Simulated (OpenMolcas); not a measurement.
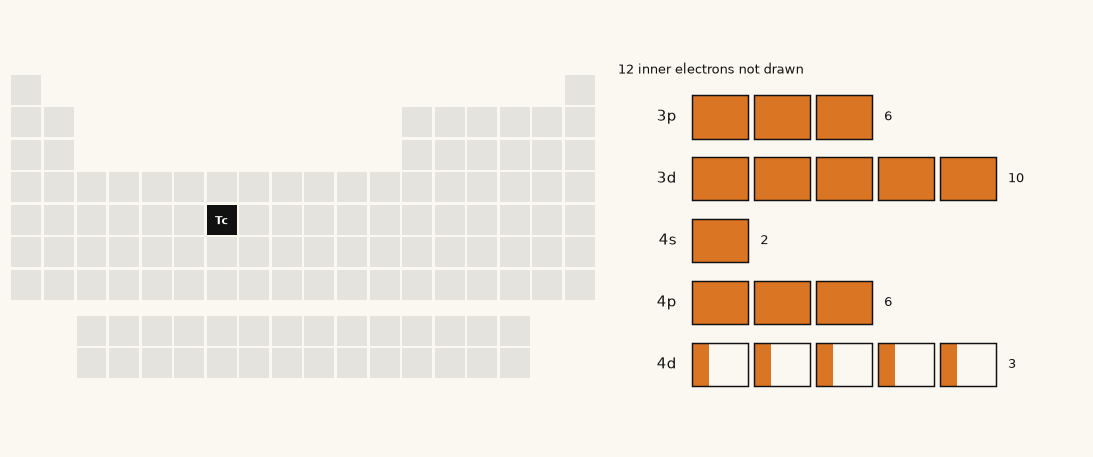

**Figure 1.** Left, the place of technetium in the periodic table; right, the outer shells of the leading configuration of the lowest level: a box for each of the 2l + 1 orbitals, shaded by the share of the shell that is filled, with the electron count at the right.

**Multiconfigurational calculation: Tc⁴⁺ complex (part 1 of 2)**

Tc⁴⁺ with 6 ligands (F; octahedron, 1.902 Å), embedded in Cs2GeF6 by model potentials and point charges, whose field is part of the energies. Computed at this level: state-averaged CASSCF, active space 3 electrons in the shell 4d, basis ANO-RCC-VDZP on the metal and ANO-RCC-VDZP on the ligands, DKH2 scalar Hamiltonian, spin-orbit coupling by RASSI with atomic mean-field integrals (OpenMolcas).

**Results in brief**

- outcome: converged
- energy of the lowest spin-free term: −4880.50245 hartree
- energy of the lowest spin-orbit level: −4880.50296 hartree
- largest spread among components of a term: 0.0 cm⁻¹
- hardware: 1 thread of Arm Neoverse V2, 24 GiB of memory available, shared host
- wall time: 17 s
- peak memory: 0.38 GiB

**Notes**

Without dynamic correlation the splittings between terms come out too large, often by 20 to 50 %. Caveats: covalent bonds, ligand orbitals missing from the active space; the geometry is set by hand, with no relaxation.

**The input**
```
&GATEWAY
Basis set
Tc.ANO-RCC-VDZP.
Tc1 0.0 0.0 0.0 Angstrom
End of basis
Basis set
F.ANO-RCC-VDZP.
L1 1.902000 0.000000 0.000000 Angstrom
L2 0.000000 1.902000 0.000000 Angstrom
L3 0.000000 0.000000 1.902000 Angstrom
End of basis
Basis set
Cs.EMB-AIMP.Seijo.0s.0s.ECP.Cs2GeF6.
PseudoCharge
* 16 symmetry-unique lattice sites within 7.6 angstrom
End of basis
Basis set
F.EMB-AIMP.Seijo.0s.0s.ECP.Cs2GeF6.
PseudoCharge
* 27 symmetry-unique lattice sites within 7.6 angstrom
End of basis
Basis set
Ge.EMB-AIMP.Seijo.0s.0s.ECP.Cs2GeF6.
PseudoCharge
* 6 symmetry-unique lattice sites within 7.6 angstrom
End of basis
Symmetry
XYZ
AngMom=0.0 0.0 0.0
AMFI
RICD
XField
1358 Angstrom 0
* Evjen-weighted lattice charges
&SEWARD
&RASSCF
FileOrb=start.orb
Symmetry=1
Spin=4
nActEl=3 0 0
Inactive=24 24
Ras2=5 0
CIRoot=10 10 1
SDav=10
CIMx=300
Iter=150 100
PrWF=0.3
OrbListing=Nothing
MaxOrb=0
LevShft=1.0
>>> COPY $Project.JobIph JOB001
&RASSCF
FileOrb=start.orb
Symmetry=1
Spin=2
nActEl=3 0 0
Inactive=24 24
Ras2=5 0
CIRoot=40 40 1
SDav=40
CIMx=300
Iter=150 100
PrWF=0.3
OrbListing=Nothing
MaxOrb=0
LevShft=1.0
>>> COPY $Project.JobIph JOB002
&RASSI
NrOfJobIphs=2 10 40
1 2 3 4 5 6 7 8 9 10
1 2 3 4 5 6 7 8 9 10 11 12 13 14 15 16 17 18 19 20 21 22 23 24 25 26 27
28 29 30 31 32 33 34 35 36 37 38 39 40
IphNames
JOB001
JOB002
EJob
SpinOrbit
DIPRint=1.0
SOCoupling=1000.0
Subsets=2
Property=9
'ANGMOM' 1 'ANGMOM' 2 'ANGMOM' 3 'MLTPL  1' 1 'MLTPL  1' 2 'MLTPL  1' 3
'AMFI' 1 'AMFI' 2 'AMFI' 3
SOProperty=3
'ANGMOM' 1 'ANGMOM' 2 'ANGMOM' 3
```

The file start.orb holds starting orbitals from an earlier step. A driver script formed the levels outside the program, from RASSI's spin-orbit matrix and the active-space energies, averaged over the components of each term or state.

Run as:
```bash
OMP_NUM_THREADS=1 MOLCAS_MEM=2457 MOLCAS_PROJECT=a pymolcas a.inp > a.log  # once for each step of the input, in one work folder
```

**Output (extracts)**
```
--- SEWARD ---
Basis set label: TC.ANO-RCC...6S5P3D1F.

      Electronic valence basis set:
      ------------------
      Associated Effective Charge  43.000000 au
      Associated Actual Charge     43.000000 au
      Nuclear Model: Point charge

      Shell  nPrim  nBasis  Cartesian Spherical Contaminant
         s      21       6        X
         p      18       5        X
         d      13       3                 X
         f       6       1                 X
                  Relativistic Douglas-Kroll-Hess integrals:
                    - DKH order of Hamiltonian: 2
                    - DKH order of Properties : 0
                  Atomic mean-field integrals
--- RASSCF ---
Wave function specifications:
      -----------------------------

      Number of closed shell electrons          96
      Number of electrons in active shells       3
      Max number of holes in RAS1 space          0
      Max nr of electrons in RAS3 space          0
      Number of inactive orbitals               48
      Number of active orbitals                  5
      Number of secondary orbitals              74
      Spin quantum number                      1.5
      State symmetry                             1
Orbital specifications:
      -----------------------

      Symmetry species                           1   2
                                                ag  au
      Frozen orbitals                            0   0
      Inactive orbitals                         24  24
      Active orbitals                            5   0
      RAS1 orbitals                              0   0
      RAS2 orbitals                              5   0
      RAS3 orbitals                              0   0
      Secondary orbitals                        34  40
      Deleted orbitals                           0   0
      Number of basis functions                 63  64
      Number of CSFs                            10
      Number of root(s) required                10
      Iter CI   SX   CI       RASSCF       Energy    max ROT     max BLB   max BLB  Level Ln srch  Step   QN
          iter iter root      energy       change     param      element    value   shift minimum  type update
 Nr of preliminary CI iterations:   1
      Total energies have been shifted. Add                -4000.00 au
        1   1   10    0  -879.02042731    0.00E+00  -1.06E-01*  24  27 1  2.94E-01*  1.06   0.00    SX    NO
        2   1   10    0  -880.04828623   -1.03E+00* -1.04E-01*  24  27 1  1.99E-01*  0.73   0.00    SX    NO
        3   1   10    0  -880.25340593   -2.05E-01* -4.63E-02   24  27 1  8.10E-02*  0.55   0.00    SX    NO
        4   1    9    0  -880.29139074   -3.80E-02*  1.87E-02   24  27 1  3.39E-02*  0.59   0.00    SX    NO
        5   1    9    0  -880.29881904   -7.43E-03*  1.55E-02   24  27 1  1.59E-02*  0.59   1.91    LS   YES
        6   1    9    0  -880.30099274   -2.17E-03*  3.82E-03    7  35 2 -4.29E-03*  0.60   1.09    QN   YES
        7   1    8    0  -880.30116721   -1.74E-04*  1.64E-03    9  37 2 -2.16E-03*  0.60   1.39    QN   YES
        8   1    7    0  -880.30119338   -2.62E-05* -2.61E-04   12  30 1 -4.26E-04*  0.60   1.06    QN   YES
        9   1    7    0  -880.30119494   -1.56E-06* -1.63E-04   12  30 1 -1.55E-04*  0.60   1.38    QN   YES
       10   1    6    0  -880.30119543   -4.87E-07*  4.47E-05    7  35 2  4.96E-05   0.60   1.16    QN   YES
       11   1    6    0  -880.30119547   -4.32E-08*  2.27E-05   24  37 2  2.81E-05   0.60   1.39    QN   YES
       12   1    5    0  -880.30119548   -9.20E-09  -5.91E-06   12  38 1  9.22E-06   0.60   1.24    QN   YES
      Convergence after 12 iterations
       13   1    5    0  -880.30119548   -1.22E-09  -5.91E-06   12  38 1  5.24E-06   0.60   1.24    QN   YES
      Natural orbitals and occupation numbers for root  1
      sym 1:   1.000000   1.000000   0.000000   1.000000  -0.000000
      Natural orbitals and occupation numbers for root  2
      sym 1:   0.000241   1.000000   0.000241   0.999759   0.999759
      Natural orbitals and occupation numbers for root  3
      sym 1:   0.999748   1.000000   0.999748   0.000252   0.000252
::    RASSCF root number  1 Total energy:  -4880.50245446
::    RASSCF root number  2 Total energy:  -4880.34710753
::    RASSCF root number  3 Total energy:  -4880.34710753
::    RASSCF root number  4 Total energy:  -4880.34710753
::    RASSCF root number  5 Total energy:  -4880.30872060
::    RASSCF root number  6 Total energy:  -4880.30872060
::    RASSCF root number  7 Total energy:  -4880.30872060
::    RASSCF root number  8 Total energy:  -4880.18067198
::    RASSCF root number  9 Total energy:  -4880.18067198
::    RASSCF root number 10 Total energy:  -4880.18067198
--- RASSCF ---
Wave function specifications:
      -----------------------------

      Number of closed shell electrons          96
      Number of electrons in active shells       3
      Max number of holes in RAS1 space          0
      Max nr of electrons in RAS3 space          0
      Number of inactive orbitals               48
      Number of active orbitals                  5
      Number of secondary orbitals              74
      Spin quantum number                      0.5
      State symmetry                             1
Orbital specifications:
      -----------------------

      Symmetry species                           1   2
                                                ag  au
      Frozen orbitals                            0   0
      Inactive orbitals                         24  24
      Active orbitals                            5   0
      RAS1 orbitals                              0   0
      RAS2 orbitals                              5   0
      RAS3 orbitals                              0   0
      Secondary orbitals                        34  40
      Deleted orbitals                           0   0
      Number of basis functions                 63  64
      Number of CSFs                            40
      Number of root(s) required                40
      Iter CI   SX   CI       RASSCF       Energy    max ROT     max BLB   max BLB  Level Ln srch  Step   QN
          iter iter root      energy       change     param      element    value   shift minimum  type update
 Nr of preliminary CI iterations:   1
      Total energies have been shifted. Add                -4000.00 au
        1   1    9    0  -880.22502283    0.00E+00  -7.64E-03   20  28 1 -7.48E-03*  0.56   0.00    SX    NO
        2   1    9    0  -880.22569489   -6.72E-04*  3.00E-03   20  28 1 -4.19E-03*  0.56   0.00    SX    NO
        3   1    8    0  -880.22583985   -1.45E-04*  1.43E-03   20  28 1 -2.29E-03*  0.56   0.00    SX    NO
        4   1    8    0  -880.22587599   -3.61E-05*  8.12E-04   20  28 1 -1.30E-03*  0.56   0.00    SX    NO
        5   1    7    0  -880.22588579   -9.80E-06*  8.60E-04   20  28 1 -7.41E-04*  0.56   2.06    LS   YES
        6   1    6    0  -880.22588963   -3.84E-06*  1.45E-04   18  30 1 -1.77E-04*  0.56   1.07    QN   YES
        7   1    6    0  -880.22588985   -2.25E-07*  1.44E-04   16  27 1 -1.04E-04*  0.56   1.99    LS   YES
        8   1    6    0  -880.22588993   -7.59E-08*  5.65E-05   16  27 1 -6.32E-05   0.56   1.02    QN   YES
        9   1    6    0  -880.22588996   -3.00E-08* -2.71E-05   16  27 1 -2.41E-05   0.56   1.31    QN   YES
       10   1    5    0  -880.22588996   -4.11E-09  -5.78E-06   16  34 2 -7.35E-06   0.56   1.19    QN   YES
      Convergence after 10 iterations
       11   1    5    0  -880.22588996   -5.16E-10  -5.78E-06   18  36 1  2.21E-06   0.56   1.19    QN   YES
      Natural orbitals and occupation numbers for root  1
      sym 1:   0.988275   0.001708   0.011943   1.001183   0.996890
      Natural orbitals and occupation numbers for root  2
      sym 1:   1.002624   0.011943   0.001708   0.989716   0.994009
      Natural orbitals and occupation numbers for root  3
      sym 1:   0.995182   0.002825   0.003440   1.000015   0.998538
::    RASSCF root number  1 Total energy:  -4880.43486332
::    RASSCF root number  2 Total energy:  -4880.43486332
::    RASSCF root number  3 Total energy:  -4880.43151309
::    RASSCF root number  4 Total energy:  -4880.43151309
::    RASSCF root number  5 Total energy:  -4880.43151309
::    RASSCF root number  6 Total energy:  -4880.39424408
::    RASSCF root number  7 Total energy:  -4880.39424408
::    RASSCF root number  8 Total energy:  -4880.39424408
::    RASSCF root number  9 Total energy:  -4880.29400648
::    RASSCF root number 10 Total energy:  -4880.28475100
::    RASSCF root number 11 Total energy:  -4880.28475100
::    RASSCF root number 12 Total energy:  -4880.28475100
::    RASSCF root number 13 Total energy:  -4880.28167552
::    RASSCF root number 14 Total energy:  -4880.28167552
::    RASSCF root number 15 Total energy:  -4880.28167552
::    RASSCF root number 16 Total energy:  -4880.27372087
::    RASSCF root number 17 Total energy:  -4880.27372087
::    RASSCF root number 18 Total energy:  -4880.25708917
::    RASSCF root number 19 Total energy:  -4880.25708917
::    RASSCF root number 20 Total energy:  -4880.25708917
::    RASSCF root number 21 Total energy:  -4880.23648753
::    RASSCF root number 22 Total energy:  -4880.23648753
::    RASSCF root number 23 Total energy:  -4880.23648753
::    RASSCF root number 24 Total energy:  -4880.22487394
::    RASSCF root number 25 Total energy:  -4880.17767700
::    RASSCF root number 26 Total energy:  -4880.17767700
::    RASSCF root number 27 Total energy:  -4880.13217654
::    RASSCF root number 28 Total energy:  -4880.13217654
::    RASSCF root number 29 Total energy:  -4880.13217654
::    RASSCF root number 30 Total energy:  -4880.12489790
```

(Continued in part 2.)
